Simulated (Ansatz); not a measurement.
**AlCl2H···HCl: density, localisation and related maps**

```xyz
6

Al    0.0171   -0.5452   -0.5370
Cl    0.0355   -0.1526    2.8685
Cl    1.8155    0.2841   -1.2099
Cl   -1.7965    0.2385   -1.2226
H     0.0295   -1.7949    0.3967
H     0.0429   -1.2955    2.1993
```

Not at a stationary point (largest force 1.7 eV/Å).

The calculation used RHF/def2-SVP in Ansatz 0.2.0.

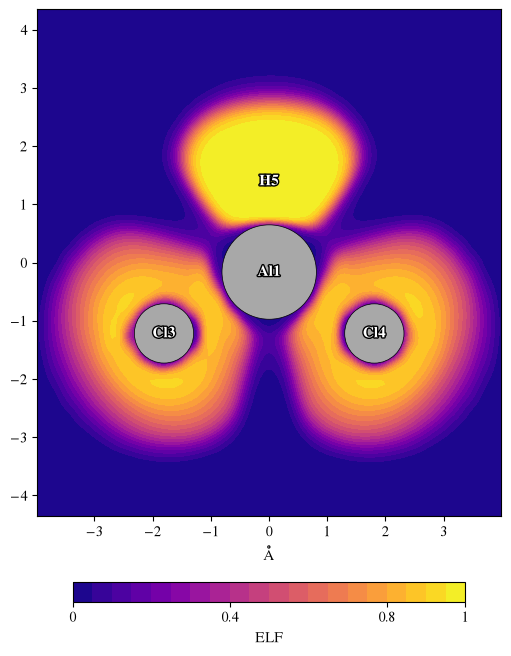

Figure 1. Electron localisation function on the plane of atoms Cl3, Al1 and Cl4. Grey discs cover the atomic cores.

**What does the map show?**

Atoms in the plane: Al, Cl and H. Al–Cl (2.09 Å): the ELF peaks at about 0.90 in the valence shell of Cl, 0.9 Å from its nucleus, and is about 0.85 at the midpoint. Al–H (1.56 Å): the ELF climbs to about 1 towards the hydrogen. The ELF also peaks beside Cl3 and Cl4, away from the bonds: lone-pair regions.

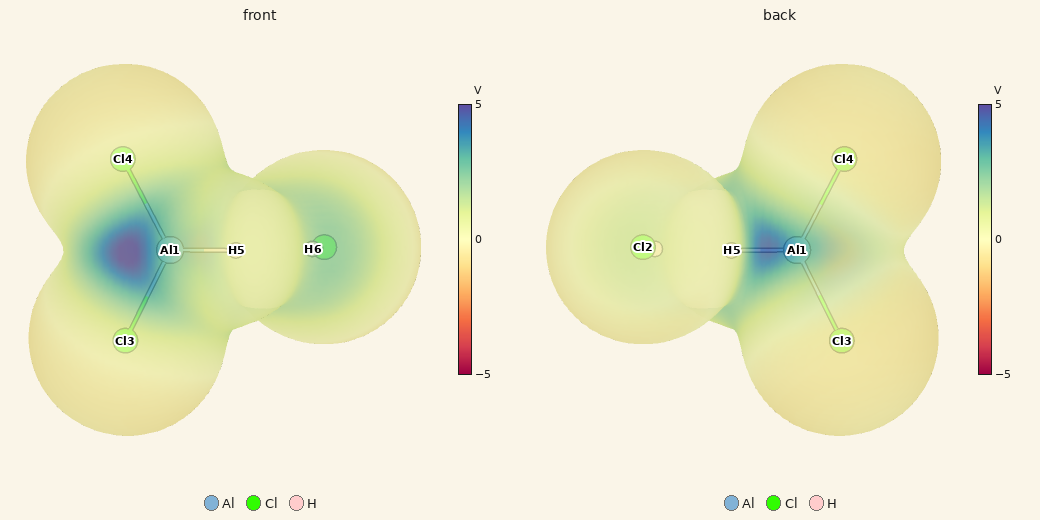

Figure 2. The electrostatic potential painted on the density surface at 0.002 e/bohr³, seen from the front and from behind; the colour scale runs from red (negative) to blue (positive).

**Which sites attract a positive test charge, and which a negative one?**

A positive charge is drawn to the negative regions and a negative charge to the positive ones. The most negative region (about −0.5 V, or −12 kcal/mol for a unit charge) lies over Cl3 and Cl4, the most positive (about +4.8 V, or +111 kcal/mol for a unit charge) over Al1. Cl2 shows a σ-hole: about +0.5 V, or +12 kcal/mol for a unit charge at the tip opposite its bond, against about 0.0 V on its flanks.

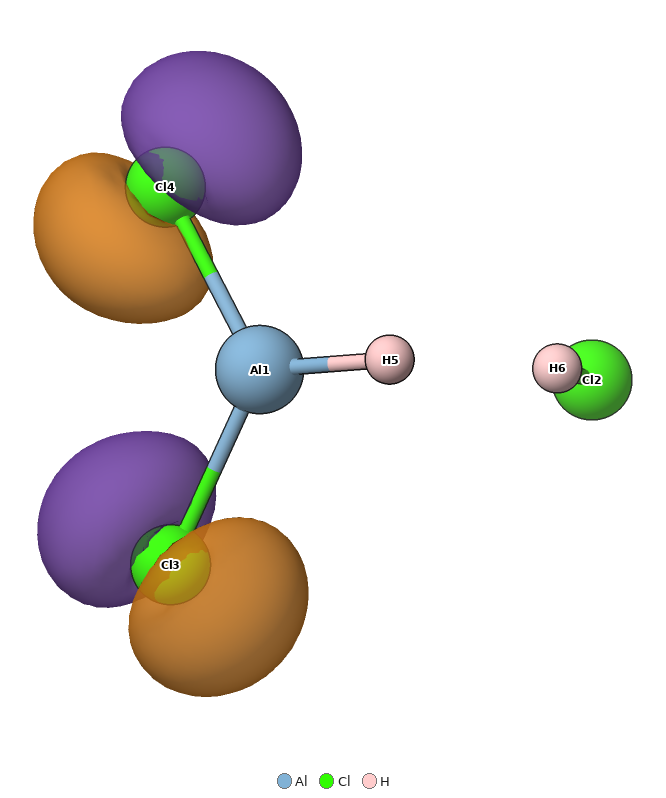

Figure 3. The HOMO−1 at ±0.15 Å⁻³ᐟ² (orange and purple are the two phases), seen across its widest extent.

**What is the character of this orbital?**

It lies mainly on Cl3 (about 45 %) and Cl4 (about 45 %); largely a combination of lone pairs on Cl3 and Cl4. Its energy is −12.59 eV.
